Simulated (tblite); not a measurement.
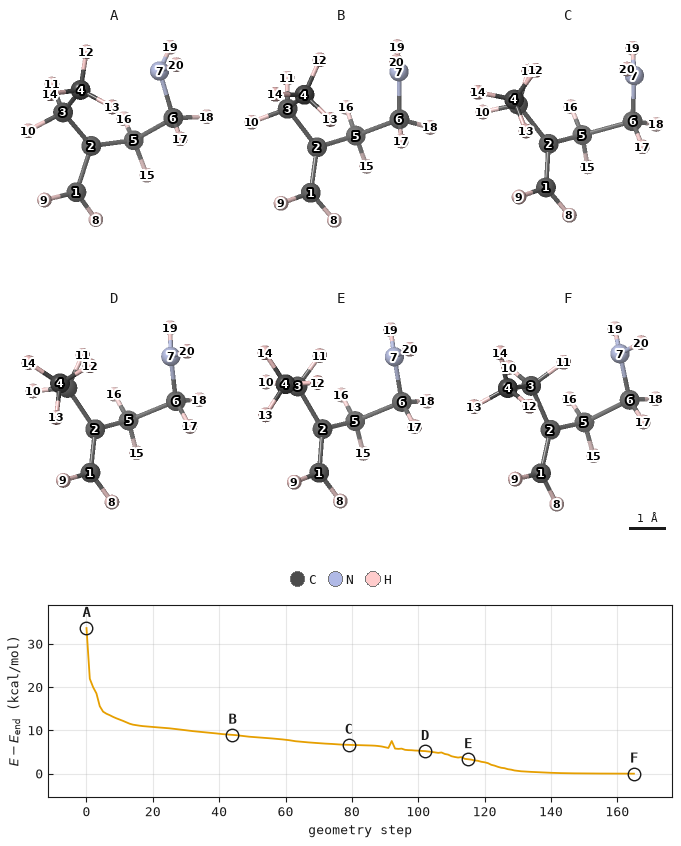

Frames of a relaxation of C₆H₁₃N (charge +1, multiplicity 2), marked on the history of the run. A ball-and-stick model, seen at a tilt.

Theory: GFN2-xTB geometry optimisation, gas phase (tblite). 

### Describe the path.

The energy falls by 33.7 kcal/mol in 165 geometry steps. H13 moves most after the best rigid fit: 2.69 Å. By element the largest moves are H 2.69 Å, C 0.88 Å, N 0.24 Å. Among the contacts that change: C5–C6 1.479 → 1.549 Å, N7–H20 1.068 → 1.012 Å, C3–H10 1.145 → 1.095 Å, C6–H17 1.135 → 1.092 Å. Bond angles that change, for instance: C3–C2–C5 131.8° → 114.2°, C6–N7–H20 105.8° → 115.9°, C1–C2–C3 115.6° → 124.5°. Groups turn about C2–C3 by about 100°, C3–C4 by about 55°. Cost: 0.92 s on 1 thread of Arm Neoverse V2, with other jobs on the host. From step 0 to 44: H8 moves most (0.57 Å), energy −24.7 kcal/mol. From step 44 to 79: H13 moves most (0.99 Å), energy −2.33 kcal/mol. From step 79 to 102: H13 moves most (0.44 Å), energy −1.44 kcal/mol. From step 102 to 115: H13 moves most (0.51 Å), energy −1.88 kcal/mol. From step 115 to 165: H12 moves most (0.73 Å), energy −3.34 kcal/mol.

```json
{"step": "0", "E − E(0), kcal/mol": "0.00"}
{"step": "1", "E − E(0), kcal/mol": "-11.73"}
{"step": "2", "E − E(0), kcal/mol": "-13.68"}
{"step": "3", "E − E(0), kcal/mol": "-15.12"}
{"step": "4", "E − E(0), kcal/mol": "-18.07"}
{"step": "5", "E − E(0), kcal/mol": "-19.33"}
{"step": "6", "E − E(0), kcal/mol": "-19.81"}
{"step": "7", "E − E(0), kcal/mol": "-20.15"}
{"step": "8", "E − E(0), kcal/mol": "-20.54"}
{"step": "9", "E − E(0), kcal/mol": "-20.87"}
{"step": "10", "E − E(0), kcal/mol": "-21.17"}
{"step": "18", "E − E(0), kcal/mol": "-22.75"}
{"step": "26", "E − E(0), kcal/mol": "-23.28"}
{"step": "34", "E − E(0), kcal/mol": "-23.98"}
{"step": "43", "E − E(0), kcal/mol": "-24.63"}
{"step": "51", "E − E(0), kcal/mol": "-25.23"}
{"step": "59", "E − E(0), kcal/mol": "-25.75"}
{"step": "67", "E − E(0), kcal/mol": "-26.45"}
{"step": "75", "E − E(0), kcal/mol": "-26.86"}
{"step": "83", "E − E(0), kcal/mol": "-27.09"}
{"step": "92", "E − E(0), kcal/mol": "-26.13"}
{"step": "100", "E − E(0), kcal/mol": "-28.35"}
{"step": "108", "E − E(0), kcal/mol": "-29.12"}
{"step": "116", "E − E(0), kcal/mol": "-30.43"}
{"step": "124", "E − E(0), kcal/mol": "-32.09"}
{"step": "132", "E − E(0), kcal/mol": "-33.18"}
{"step": "141", "E − E(0), kcal/mol": "-33.50"}
{"step": "149", "E − E(0), kcal/mol": "-33.62"}
{"step": "157", "E − E(0), kcal/mol": "-33.66"}
{"step": "165", "E − E(0), kcal/mol": "-33.68"}
```
